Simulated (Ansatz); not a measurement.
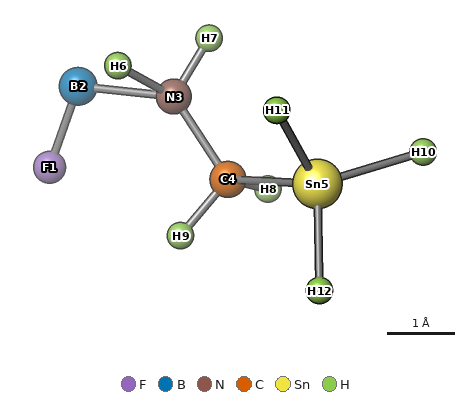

**Figure 1.** The input geometry (ball-and-stick view, seen at a tilt; atoms are numbered from 1 in the order of the input). Sticks mark near contacts. Bond lengths as drawn: B–F 1.34 Å, B–N 1.57 Å, C–H 1.11 Å, C–N 1.50 Å, C–Sn 2.20 Å, H–N 1.03 to 1.22 Å and H–Sn 1.73 Å.

Run report: CH₇BFNSn, frequency calculation

CH₇BFNSn, computed with RKS PBE/def2-SVP (Ansatz 0.2.0).

It belongs to a series of runs on one base structure; here: vibrations at the highest image of the band. Figures and captions count atoms from 1; the log counts them from 0 in places.

Input file:
```yaml
crystal:
  periodic: [false, false, false]
  atoms:
    - { symbol: F, position_ang: [-2.156784, 1.438994, 1.576477] }
    - { symbol: B, position_ang: [-0.863366, 1.648644, 1.872891] }
    - { symbol: "N", position_ang: [0.011645, 0.95751, 0.769122] }
    - { symbol: C, position_ang: [-0.448015, 0.203815, -0.437414] }
    - { symbol: Sn, position_ang: [0.857751, -1.4416, -1.097627] }
    - { symbol: H, position_ang: [0.191181, 0.557414, 1.904396] }
    - { symbol: H, position_ang: [0.923076, 1.431472, 0.685811] }
    - { symbol: H, position_ang: [-0.57506, 0.916583, -1.27681] }
    - { symbol: H, position_ang: [-1.452196, -0.198058, -0.200493] }
    - { symbol: H, position_ang: [1.893839, -0.879176, -2.361029] }
    - { symbol: H, position_ang: [1.806373, -1.936819, 0.259595] }
    - { symbol: H, position_ang: [-0.111543, -2.753779, -1.660919] }
basis:
  gaussian: { orbitals: def2-SVP }
hamiltonian:
  xc: pbe
phonons: {}
```

Run on 2 threads of Intel Xeon @ 2.50GHz (Skylake/Cascade Lake), 16 GiB of memory available, shared host.

Run as:
```bash
ansatz run input.yaml --threads 2 --pin off --max-ram 3072MiB --backend cpu --events-out ev --progress --plain --runs-dir out
```

What the program printed:
```
Engine: ansatz 0.2.0, x86_64-unknown-linux-gnu
Functional definition: PBE
  parameter kappa = 0.804
  parameter beta = 0.06672455060314922
  exchange = pbe_x(kappa = kappa, mu = beta*pi^2/3)
  correlation = pbe_c(beta = beta)
1329 factors; their error is unknown
mean field evaluation 1: about -11843.2260 eV, gradient 5.8e1 eV
mean field evaluation 2: about -11821.4058 eV, gradient 1.1e2 eV
mean field evaluation 4: about -11850.7618 eV, gradient 1.1e1 eV
mean field evaluation 8: about -11851.1627 eV, gradient 3.0e-1 eV
mean field evaluation 16: about -11851.1127 eV, gradient 2.6e-3 eV
mean field -11851.11270544 eV, -435.5203589524 hartree, gradient 3.5e-5 eV, S^2 0.000000; 0 other end points of the search recorded, 0 dependent functions left out
the calculation of the forces begins
reference -11851.11275306 eV, -435.5203607020 hartree; 28, 28 occupied and 89, 89 virtual orbitals, 1329 factors
these checks for a lower state are left out or cut short: stability, starts, cluster_reference, orbital_swaps, neighbouring_geometries, increment
1329 factors; their error is unknown
mean field -11851.11260690 eV, -435.5203553311 hartree, gradient 2.1e-6 eV, S^2 0.000000; 0 other end points of the search recorded, 0 dependent functions left out
[... from here on the field's lines of each further geometry are left out, up to the last ...]
the calculation of the forces begins
reference -11851.11272723 eV, -435.5203597530 hartree; 28, 28 occupied and 89, 89 virtual orbitals, 1329 factors
these checks for a lower state are left out or cut short: stability, starts, cluster_reference, orbital_swaps, neighbouring_geometries, increment
1329 factors; their error is unknown
mean field evaluation 448: about -11851.1127 eV, gradient 4.8e-2 eV
mean field -11851.11271682 eV, -435.5203593705 hartree, gradient 2.6e-6 eV, S^2 0.000000; 0 other end points of the search recorded, 0 dependent functions left out
the calculation of the forces begins
reference -11851.11276443 eV, -435.5203611201 hartree; 28, 28 occupied and 89, 89 virtual orbitals, 1329 factors
WARN: phonons: modes at or below zero, which the zero-point energy, F, S and C_V leave out: 2, the lowest at -1373.78 cm⁻¹. A minimum has none, and a first-order saddle one
Total energy: -11851.11275306 eV, -435.5203607020 hartree
Atom 0 at    -2.156784     1.438994     1.576477 Å, force     0.005644    -0.001816    -0.001106 eV/Å
Atom 1 at    -0.863366     1.648644     1.872891 Å, force    -0.015411     0.012594     0.010335 eV/Å
Atom 2 at     0.011645     0.957510     0.769122 Å, force     0.006588    -0.018321     0.008655 eV/Å
Atom 3 at    -0.448015     0.203815    -0.437414 Å, force     0.010675    -0.007668     0.009130 eV/Å
Atom 4 at     0.857751    -1.441600    -1.097627 Å, force    -0.012623     0.001070     0.005371 eV/Å
Atom 5 at     0.191181     0.557414     1.904396 Å, force     0.005122     0.003613    -0.035683 eV/Å
Atom 6 at     0.923076     1.431472     0.685811 Å, force    -0.001524     0.008275    -0.001342 eV/Å
Atom 7 at    -0.575060     0.916583    -1.276810 Å, force    -0.001430     0.000539     0.000401 eV/Å
Atom 8 at    -1.452196    -0.198058    -0.200493 Å, force     0.001341    -0.001096     0.004851 eV/Å
Atom 9 at     1.893839    -0.879176    -2.361029 Å, force     0.004798     0.003610     0.007336 eV/Å
Atom 10 at     1.806373    -1.936819     0.259595 Å, force    -0.003098    -0.001681    -0.000505 eV/Å
Atom 11 at    -0.111543    -2.753779    -1.660919 Å, force    -0.000080     0.000881    -0.007444 eV/Å
Dipole moment:     0.356693    -0.414866    -0.786284 e Å
Vibrations: -1373.78 -43.15 42.92 135.61 158.59 297.87 386.91 406.95 475.29 582.51 627.86 659.10 690.05 694.47 721.65 790.63 895.95 1064.68 1137.37 1181.87 1258.41 1379.74 1451.29 1848.97 1867.02 1870.89 1910.83 3012.75 3080.54 3438.54 cm⁻¹, zero-point energy 1.988041 eV
```

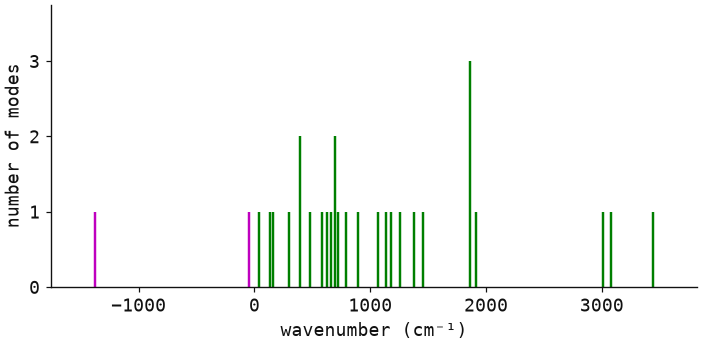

**Figure 2.** Harmonic vibrational wavenumbers from the force constants; neighbouring modes closer than 22 cm⁻¹ are counted in one stick, and imaginary ones are drawn at negative wavenumbers. 30 modes from 1374i to 3439 cm⁻¹, 2 imaginary beyond 8i (1374i, 43i cm⁻¹): not a minimum.

Key numbers:

| quantity | value |
| --- | --- |
| outcome | converged |
| total energy | −11851.1128 eV |
| mean-field energy | −11851.1128 eV |
| largest force (length of the vector) | 0.036 eV/Å |
| wall time | 2.1 min (CPU time 4.1 min) |
| peak memory | 0.17 GiB |
